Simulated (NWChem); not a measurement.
**CH5ClO2Si2 (SMILES O=C([SiH3])[SiH](O)Cl) at 4 levels**

We compute a comparison of 4 runs (HF/STO-3G, HF/3-21G, B3LYP/6-31G*) of CH5ClO2Si2. 

The results are computed with NWChem 7.3.0.

**1. The molecule**

CH5ClO2Si2 has 11 atoms, charge 0, and is taken as a singlet. SMILES: `O=C([SiH3])[SiH](O)Cl`. The coordinates come from a PBE0-D4/def2-TZVP relaxation. This is one conformer, not always the lowest.

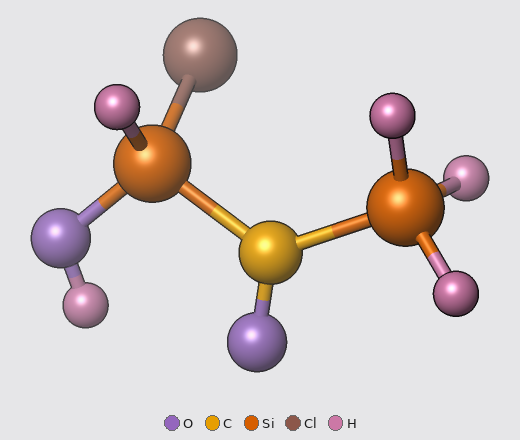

The structure, seen from a chosen angle (oxygen purple, carbon amber, silicon orange, chlorine brown, hydrogen pink).

**2. Energy and gradient at HF/STO-3G (run 1)**

The input, ch5clo2si2.nw:

```
start ch5clo2si2
title "CH5ClO2Si2 hf"
memory stack 880 mb heap 220 mb global 1100 mb

geometry units atomic noautosym nocenter noautoz
O     -0.01171630    -3.28245428     0.90215525
C      0.25001077    -1.16898458     0.03023562
Si     1.15518958    -0.72962326    -3.48767854
Si    -0.53460352     1.54163857     2.34496115
O     -1.24211698     0.17026432     4.99964841
Cl    -3.52925251     3.39262531     0.71129291
H      2.84290398    -2.82986487    -4.25490734
H     -1.21906232    -0.76137066    -4.98150704
H      2.42603040     1.75574454    -3.79268033
H      1.48003350     3.43174264     2.74085877
H     -1.49363953    -1.62762111     4.82654949
end

basis spherical bse
* library STO-3G
end

scf
singlet
rhf
thresh 1e-08
maxiter 80
end

task scf gradient
```

Launch:

```console
$ nwchem ch5clo2si2.nw > ch5clo2si2.out
```

Log:

```text
[...]
  functions       =    47
[...]
  wavefunction    = RHF
[...]
         Total SCF energy =  -1213.836236137635
      One-electron energy =  -2539.288321530476
      Two-electron energy =    897.324417954178
 Nuclear repulsion energy =    428.127667438663
        Time for solution =      6.8s
[...]
                         RHF ENERGY GRADIENTS
    atom               coordinates                        gradient
                 x          y          z           x          y          z
   1 O      -0.011716  -3.282454   0.902155    0.001663   0.022308  -0.011062
   2 C       0.250011  -1.168985   0.030236   -0.005569  -0.027276   0.019019
   3 Si      1.155190  -0.729623  -3.487679   -0.000559  -0.006585   0.012748
   4 Si     -0.534604   1.541639   2.344961   -0.045516  -0.000872   0.018998
   5 O      -1.242117   0.170264   4.999648    0.004231  -0.017967  -0.031823
   6 Cl     -3.529253   3.392625   0.711293    0.017148  -0.011448   0.005111
   7 H       2.842904  -2.829865  -4.254907    0.018581  -0.024435  -0.007468
   8 H      -1.219062  -0.761371  -4.981507   -0.028238   0.000063  -0.015555
   9 H       2.426030   1.755745  -3.792680    0.013937   0.029931  -0.003121
  10 H       1.480034   3.431743   2.740859    0.021146   0.018022   0.003523
  11 H      -1.493640  -1.627621   4.826549    0.003176   0.018258   0.009628
[...]
```

Run time: 9 s. Hardware: 1 thread of Intel Xeon Platinum 8488C (Sapphire Rapids), shared host; peak memory 0.099 GiB.

**3. Energy and forces at HF/3-21G (run 2)**

The input, geom.nw:

```
start geom
title "CH5ClO2Si2 hf"
memory stack 880 mb heap 220 mb global 1100 mb
geometry units angstroms noautosym nocenter noautoz
  O    -0.006200   -1.737000    0.477400
  C     0.132300   -0.618600    0.016000
  Si    0.611300   -0.386100   -1.845600
  Si   -0.282900    0.815800    1.240900
  O    -0.657300    0.090100    2.645700
  Cl   -1.867600    1.795300    0.376400
  H     1.504400   -1.497500   -2.251600
  H    -0.645100   -0.402900   -2.636100
  H     1.283800    0.929100   -2.007000
  H     0.783200    1.816000    1.450400
  H    -0.790400   -0.861300    2.554100
end
basis "ao basis" spherical bse
  O library 3-21G
  C library 3-21G
  Si library 3-21G
  Cl library 3-21G
  H library 3-21G
end
scf
  thresh 1e-08
  maxiter 80
  print medium
end
task scf gradient
```

Launch:

```console
$ nwchem geom.nw > geom.out
```

Log:

```text
[...]
  functions       =    76
[...]
  wavefunction    = RHF
[...]
         Total SCF energy =  -1221.585482163377
      One-electron energy =  -2542.884902359544
      Two-electron energy =    893.171721825690
 Nuclear repulsion energy =    428.127698370477
        Time for solution =      8.4s
[...]
                         RHF ENERGY GRADIENTS
    atom               coordinates                        gradient
                 x          y          z           x          y          z
   1 O      -0.011716  -3.282454   0.902155    0.002775   0.016957  -0.009793
   2 C       0.250011  -1.168984   0.030236   -0.002217  -0.017869   0.007695
   3 Si      1.155189  -0.729623  -3.487678   -0.000986   0.001359   0.005451
   4 Si     -0.534603   1.541638   2.344961   -0.043419  -0.007345   0.002815
   5 O      -1.242117   0.170264   4.999648    0.005762   0.017101  -0.014905
   6 Cl     -3.529252   3.392625   0.711293    0.033492  -0.021144   0.018954
   7 H       2.842904  -2.829865  -4.254907    0.000253  -0.000805  -0.000158
   8 H      -1.219062  -0.761371  -4.981507   -0.000686   0.000396  -0.000173
   9 H       2.426030   1.755744  -3.792680    0.000091   0.000100  -0.000373
  10 H       1.480033   3.431742   2.740859    0.001903   0.002878   0.002360
  11 H      -1.493639  -1.627621   4.826549    0.003033   0.008373  -0.011873
[...]
```

It took 11 s on 1 thread of Intel Xeon Platinum 8488C (Sapphire Rapids), shared host; peak memory 0.097 GiB.

Run 3 isn't shown in full; the table further down has it.

**4. Energy and forces at B3LYP/6-31G(d) (Cartesian functions) (run 4)**

The input, run.py:

```python
from ase import Atoms
from ase.calculators.nwchem import NWChem

atoms = Atoms(['O', 'C', 'Si', 'Si', 'O', 'Cl', 'H', 'H', 'H', 'H', 'H'], positions=[
    [-0.006200, -1.737000, 0.477400],
    [0.132300, -0.618600, 0.016000],
    [0.611300, -0.386100, -1.845600],
    [-0.282900, 0.815800, 1.240900],
    [-0.657300, 0.090100, 2.645700],
    [-1.867600, 1.795300, 0.376400],
    [1.504400, -1.497500, -2.251600],
    [-0.645100, -0.402900, -2.636100],
    [1.283800, 0.929100, -2.007000],
    [0.783200, 1.816000, 1.450400],
    [-0.790400, -0.861300, 2.554100],
])

calc = NWChem(
    label='a',
    theory='dft',
    memory='2200 mb',
    basis='6-31G*',
    dft={'xc': 'b3lyp', 'mult': '1', 'grid': 'fine', 'convergence': 'energy 1e-08', 'iterations': '100', 'mulliken': None},
)
atoms.calc = calc

forces = atoms.get_forces()
e = atoms.get_potential_energy()
print(f"E = {e:.6f} eV")
print("forces (eV/A):")
for s, f in zip(atoms.symbols, forces):
    print(f"{s:2s} {f[0]:10.5f} {f[1]:10.5f} {f[2]:10.5f}")
print("dipole (e A):", atoms.get_dipole_moment().round(4))
```

Launch:

```console
$ export ASE_NWCHEM_COMMAND="nwchem PREFIX.nwi > PREFIX.nwo"
$ python run.py
```

Log:

```text
E = -33491.858739 eV
forces (eV/A):
O    -0.13298   -0.91362    0.42290
C     0.12701    0.75446   -0.34021
Si    0.03898    0.01270   -0.11123
Si    0.45740    0.17869   -0.28498
O    -0.06973    0.09364    0.65023
Cl   -0.42310    0.29383   -0.19921
H     0.00992   -0.00406   -0.02659
H     0.00499   -0.01805   -0.02751
H     0.01903    0.00992   -0.03533
H     0.01568    0.01383    0.02484
H    -0.04715   -0.42135   -0.07292
dipole (e A): [ 0.2902 -0.0699 -0.2127]
```

The calculator wrote a.nwi:

```
title "a"

permanent_dir a

scratch_dir a

start a

geometry units angstrom nocenter noautosym noautoz
  O  -6.1999999999999998e-03 -1.7370000000000001e+00 4.7739999999999999e-01
  C  1.3230000000000000e-01 -6.1860000000000004e-01 1.6000000000000000e-02
  Si 6.1129999999999995e-01 -3.8610000000000000e-01 -1.8455999999999999e+00
  Si -2.8289999999999998e-01 8.1579999999999997e-01 1.2408999999999999e+00
  O  -6.5730000000000000e-01 9.0100000000000000e-02 2.6457000000000002e+00
  Cl -1.8675999999999999e+00 1.7952999999999999e+00 3.7640000000000001e-01
  H  1.5044000000000000e+00 -1.4975000000000001e+00 -2.2515999999999998e+00
  H  -6.4510000000000001e-01 -4.0289999999999998e-01 -2.6360999999999999e+00
  H  1.2838000000000001e+00 9.2910000000000004e-01 -2.0070000000000001e+00
  H  7.8320000000000001e-01 1.8160000000000001e+00 1.4503999999999999e+00
  H  -7.9039999999999999e-01 -8.6129999999999995e-01 2.5541000000000000e+00
end

memory 2200 mb

basis noprint
   * library 6-31G*
end

dft
  xc b3lyp
  mult 1
  grid fine
  convergence energy 1e-08
  iterations 100
  mulliken
end

task dft gradient
```

a.nwo, cut to the lines that bear on the results:

```text
[...]
         Total DFT energy =    -1230.803117102151
[...]
  wavefunction    = closed shell
                         DFT ENERGY GRADIENTS
    atom               coordinates                        gradient
                 x          y          z           x          y          z
   1 O      -0.011716  -3.282454   0.902155    0.002586   0.017767  -0.008224
   2 C       0.250011  -1.168984   0.030236   -0.002470  -0.014672   0.006616
   3 Si      1.155189  -0.729623  -3.487678   -0.000758  -0.000247   0.002163
[... 7 lines of this table left out ...]
  11 H      -1.493639  -1.627621   4.826549    0.000917   0.008194   0.001418
[...]
```

Run time: 93 s. Hardware: 1 thread of Intel Xeon Platinum 8488C (Sapphire Rapids), shared host; peak memory 0.13 GiB.

**5. Overview of the runs**

```csv
run,level,iteration cap,module,energy (Eh),dipole moment (D),HOMO energy (eV),LUMO energy (eV),wall time
1,HF/STO-3G,80,scf,-1213.836236,2.85,-7.33,6.85,9 s
2,HF/3-21G,80,scf,-1221.585482,2.93,-10.38,1.92,11 s
3,B3LYP/6-31G* (spherical functions),100,dft,-1230.792930,–,–,–,67 s
4,B3LYP/6-31G* (Cartesian functions),100,dft,-1230.803117,1.76,-6.56,-2.32,93 s
```

**6. Outcome**

| quantity | value |
| --- | --- |
| run 4: total energy | -1230.80312 Eh |
| run 4: dipole moment | 1.76 D |
| run 4: HOMO energy | -6.56 eV |
| run 4: LUMO energy | -2.32 eV |
| run 4: HOMO–LUMO gap | 4.24 eV |
| run 4: largest force on an atom | 1.015 eV/Å |

**Reading.** Over runs 1, 2, 4 the dipole moment (its size) runs from 1.76 D (B3LYP/6-31G*) to 2.93 D (HF/3-21G). The two ends differ in method and basis. Over runs 1, 2, 4 the HOMO–LUMO gap runs from 4.24 eV (B3LYP/6-31G*) to 14.19 eV (HF/STO-3G). In run 1 the basis is minimal, so the values are rough. All runs together took 3 min, the longest 93 s.
